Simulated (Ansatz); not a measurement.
# N: a single-point run

Wanted: a converged single-point run for N, and a check of what comes out. The structure is shown as the input types it.

Program: Ansatz 0.2.0. Level of theory: DFT, r2SCAN, PAW with Ansatz's default frozen-core files, scalar-relativistic; levels and slopes about the band extrema at the converged density (as first typed). These are calculated values, not measurements.

1 further run of the same task is left out (set aside as unsound or not needed).

### 1 The starting structure

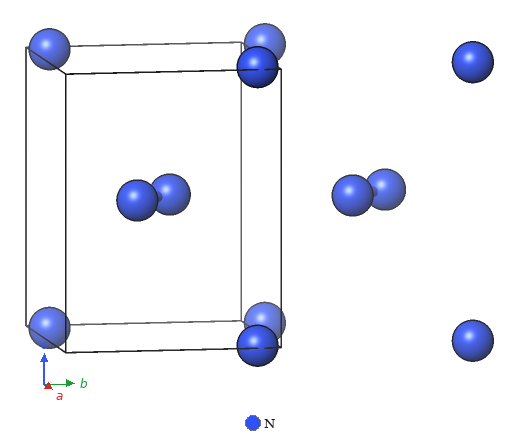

The starting structure, seen slightly off an axis (nitrogen blue). 1×2×1 cells are drawn. Atoms on the faces are drawn again on the opposite ones.

As a file:

```xyz
4
Lattice="4.1888 0.0000 0.0000 0.0000 4.1888 0.0000 0.0000 0.0000 5.3715" Properties=species:S:1:pos:R:3 pbc="T T T"
N     3.8023    3.8023    0.0000
N     2.4809    1.7079    2.6857
N     0.3865    0.3865    0.0000
N     1.7079    2.4809    2.6857
```

### 2 The run

Input file input.yaml:

```yaml
crystal:
  lattice:
    - [4.18878469737, 0.0, 0.0]
    - [0.0, 4.18878469737, 0.0]
    - [0.0, 0.0, 5.37146523079]
  atoms:
    - { symbol: "N", position: [0.907738402651, 0.907738402651, 0.0] }
    - { symbol: "N", position: [0.592261597349, 0.407738402651, 0.5] }
    - { symbol: "N", position: [0.092261597349, 0.092261597349, 0.0] }
    - { symbol: "N", position: [0.407738402651, 0.592261597349, 0.5] }
kpoints:
  mp_grid: { grid: [6, 6, 4] }
scf:
  occupations: { method: fixed }
hamiltonian:
  xc: r2scan
  pseudopotentials: { kind: paw }
output:
  eigenstates:
    kpoints:
      - [0.0, 0.0, 0.0]
      - [0.003333329, 0.0, 0.0]
      - [0.006666658, 0.0, 0.0]
      - [0.013333316, 0.0, 0.0]
      - [0.0, 0.003333329, 0.0]
      - [0.0, 0.006666658, 0.0]
      - [0.0, 0.013333316, 0.0]
      - [0.0, 0.0, 0.004274476]
      - [0.0, 0.0, 0.008548952]
      - [0.0, 0.0, 0.017097905]
      - [0.00235702, 0.00235702, 0.0]
      - [0.004714039, 0.004714039, 0.0]
      - [0.009428078, 0.009428078, 0.0]
      - [0.00235702, 0.0, 0.003022511]
      - [0.004714039, 0.0, 0.006045022]
      - [0.009428078, 0.0, 0.012090044]
      - [0.001924498, 0.001924498, 0.00246787]
      - [0.003848997, 0.003848997, 0.00493574]
      - [0.007697993, 0.007697993, 0.00987148]
      - [0.001360826, 0.001360826, -0.003490095]
      - [0.002721652, 0.002721652, -0.00698019]
      - [0.005443303, 0.005443303, -0.013960381]
      - [0.0, -0.5, -0.5]
      - [0.003333329, -0.5, -0.5]
      - [0.006666658, -0.5, -0.5]
      - [0.013333316, -0.5, -0.5]
      - [0.0, -0.496666671, -0.5]
      - [0.0, -0.493333342, -0.5]
      - [0.0, -0.486666684, -0.5]
      - [0.0, -0.5, -0.495725524]
      - [0.0, -0.5, -0.491451048]
      - [0.0, -0.5, -0.482902095]
      - [0.00235702, -0.49764298, -0.5]
      - [0.004714039, -0.495285961, -0.5]
      - [0.009428078, -0.490571922, -0.5]
      - [0.00235702, -0.5, -0.496977489]
      - [0.004714039, -0.5, -0.493954978]
      - [0.009428078, -0.5, -0.487909956]
      - [0.0, -0.49764298, -0.496977489]
      - [0.0, -0.495285961, -0.493954978]
      - [0.0, -0.490571922, -0.487909956]
      - [0.001924498, -0.498075502, -0.49753213]
      - [0.003848997, -0.496151003, -0.49506426]
      - [0.007697993, -0.492302007, -0.49012852]
      - [-0.5, -0.5, 0.0]
      - [-0.496666671, -0.5, 0.0]
      - [-0.493333342, -0.5, 0.0]
      - [-0.486666684, -0.5, 0.0]
      - [-0.5, -0.496666671, 0.0]
      - [-0.5, -0.493333342, 0.0]
      - [-0.5, -0.486666684, 0.0]
      - [-0.5, -0.5, 0.004274476]
      - [-0.5, -0.5, 0.008548952]
      - [-0.5, -0.5, 0.017097905]
      - [-0.49764298, -0.49764298, 0.0]
      - [-0.495285961, -0.495285961, 0.0]
      - [-0.490571922, -0.490571922, 0.0]
      - [-0.49764298, -0.5, 0.003022511]
      - [-0.495285961, -0.5, 0.006045022]
      - [-0.490571922, -0.5, 0.012090044]
      - [-0.498075502, -0.498075502, 0.00246787]
      - [-0.496151003, -0.496151003, 0.00493574]
      - [-0.492302007, -0.492302007, 0.00987148]
      - [-0.498639174, -0.498639174, -0.003490095]
      - [-0.497278348, -0.497278348, -0.00698019]
      - [-0.494556697, -0.494556697, -0.013960381]
      - [-0.5, -0.5, -0.5]
      - [-0.496666671, -0.5, -0.5]
      - [-0.493333342, -0.5, -0.5]
      - [-0.486666684, -0.5, -0.5]
      - [-0.5, -0.496666671, -0.5]
      - [-0.5, -0.493333342, -0.5]
      - [-0.5, -0.486666684, -0.5]
      - [-0.5, -0.5, -0.495725524]
      - [-0.5, -0.5, -0.491451048]
      - [-0.5, -0.5, -0.482902095]
      - [-0.49764298, -0.49764298, -0.5]
      - [-0.495285961, -0.495285961, -0.5]
      - [-0.490571922, -0.490571922, -0.5]
      - [-0.49764298, -0.5, -0.496977489]
      - [-0.495285961, -0.5, -0.493954978]
      - [-0.490571922, -0.5, -0.487909956]
      - [-0.498075502, -0.498075502, -0.49753213]
      - [-0.496151003, -0.496151003, -0.49506426]
      - [-0.492302007, -0.492302007, -0.49012852]
      - [-0.498639174, -0.498639174, -0.503490095]
      - [-0.497278348, -0.497278348, -0.50698019]
      - [-0.494556697, -0.494556697, -0.513960381]
    de_dk: true
    e_range: [-3, 10.87242072026]
checkpoint:
  read: ck
  post_process_only: true
```

Launch:

```console
ansatz run input.yaml --threads 2 --pin off --max-ram 6144MiB --backend cpu --events-out ev --progress --plain --runs-dir out
```

Log:

```text
Error: output.eigenstates.de_dk: true with hamiltonian.pseudopotentials.kind: paw|paw_fr|all_electron with checkpoint.post_process_only: true with hamiltonian.xc: <meta-GGA that reads τ> without hamiltonian.pseudopotentials.datasets: crystal — a saved density does not say what its SCF found of its levels, and under a meta-GGA functional that reads τ the slopes on PAW and all-electron files are given only behind an SCF that checked its own levels; run the deck without checkpoint.post_process_only, or drop de_dk
```

Wall time 0.14 s (2 threads of Intel Xeon Platinum 8375C at 2.90GHz (Ice Lake), shared host); peak memory 0.1 GiB.

### 3 Diagnosis

The run ended at the input check. Its message: «output.eigenstates.de_dk: true with hamiltonian.pseudopotentials.kind: paw|paw_fr|all_electron with checkpoint.post_process_only: true with hamiltonian.xc: <meta-GGA that reads τ> without hamiltonian.pseudopotentials.datasets: cry ...»

The suspect setting: checkpoint.post_process_only is true. What was asked isn't available in this combination.

What to do: delete checkpoint.post_process_only (the default then holds).

### 4 The mended run

Besides the cure, the input differs in output requests, the start file.

Input file input.yaml:

```yaml
crystal:
  lattice:
    - [4.18878469737, 0.0, 0.0]
    - [0.0, 4.18878469737, 0.0]
    - [0.0, 0.0, 5.37146523079]
  atoms:
    - { symbol: "N", position: [0.907738402651, 0.907738402651, 0.0] }
    - { symbol: "N", position: [0.592261597349, 0.407738402651, 0.5] }
    - { symbol: "N", position: [0.092261597349, 0.092261597349, 0.0] }
    - { symbol: "N", position: [0.407738402651, 0.592261597349, 0.5] }
kpoints:
  mp_grid: { grid: [6, 6, 4] }
scf:
  occupations: { method: fixed }
hamiltonian:
  xc: r2scan
  pseudopotentials: { kind: paw }
output:
  forces: true
  stress: true
  eigenvalues: true
  eigenstates:
    nscf_kmesh: { grid: [8, 8, 6] }
    de_dk: true
    e_range: [-9, 17.87242045363]
  optics:
    e_range: [0, 25]
    de: 0.2
    sigma: 0.2
    bands: { spectra_wanted_up_to: 25 }
    nscf_kmesh: { grid: [8, 8, 6] }
checkpoint:
  write: ck
  write_wavefunctions: false
```

Launch:

```console
ansatz run input.yaml --threads 2 --pin off --max-ram 6144MiB --backend cpu --events-out ev --progress --plain --runs-dir out
```

The main lines of its log:

```text
[...]
Basis set: ecut = 500 eV, 2379 PW (Γ), exchange–correlation on 128×128×160 points (64 copies of the dense FFT grid, shifted against one another)
[...]
k-points: 30 of 144
[...]
SCF iter   1: F=—  HF=-1539.266266 eV  |F-HF|=—  |Δ(HF+E_count)|=         —  Δρ=8.09e-3  dr2=3.28e-2  dr2_τ=8.95e-1  ethr=1.77e-3  ⟨swp⟩=3.6  Hψ=2022  notcnv=0
preconditioner: auto → none  [insulator: Δε(μ)=7.768 eV  Ē_g=14.036 eV  n_scr=14 (ndim 8)  ℏωp=17.1 eV  f_vac=0.310  ε∞_Penn≈2.5]
SCF iter   2: F=—  HF=-1539.304990 eV  |F-HF|=—  |Δ(HF+E_count)|=   3.87e-2  Δρ=3.45e-3  dr2=3.82e-3  dr2_τ=8.52e-4  ethr=1.64e-4  ⟨swp⟩=2.0  Hψ=975  notcnv=0  defer=46
[...]
SCF iter   7: F=—  HF=-1539.308996 eV  |F-HF|=—  |Δ(HF+E_count)|=  4.43e-11  Δρ=1.45e-7  dr2=1.02e-11  dr2_τ=1.60e-12  ethr=1.00e-12  ⟨swp⟩=7.0  Hψ=2231  notcnv=0
SCF iter   8: F=-1539.308996 eV  HF=-1539.308996 eV  |F-HF|=6.82e-13  |Δ(HF+E_count)|=  3.96e-11  Δρ=2.92e-8  dr2=3.83e-13  dr2_τ=4.89e-14  ethr=1.00e-12  ⟨swp⟩=5.0  Hψ=1684  notcnv=0
[...]
SCF converged after 8 iterations
Free energy (F): -1539.308996 eV
[...]
E sigma→0 (E₀):  -1539.308996 eV
Fermi energy:    -6.339018 eV
[...]
  P = ⅓ Tr σ = 0.0148 GPa (0.148 kbar)
[...]
```

Wall time 35 s (2 threads of Intel Xeon Platinum 8375C at 2.90GHz (Ice Lake), shared host); peak memory 1 GiB.

### 5 Summary of results

| quantity | value |
| --- | --- |
| first try | refused |
| cause | not implemented for this set-up |
| second try | converged, 8 SCF cycles |
| energy (zero set by the potentials) | -1539.3090 eV |
| pressure | 0.01 GPa |
| gap on the mesh | 7.87 eV |
| largest force | 0.001 eV/Å |

In words: With the input mended the run converges in 8 SCF cycles.

The gaps are Kohn-Sham values of a semilocal functional, not quasiparticle or optical gaps. Such gaps usually fall short of the measured ones.
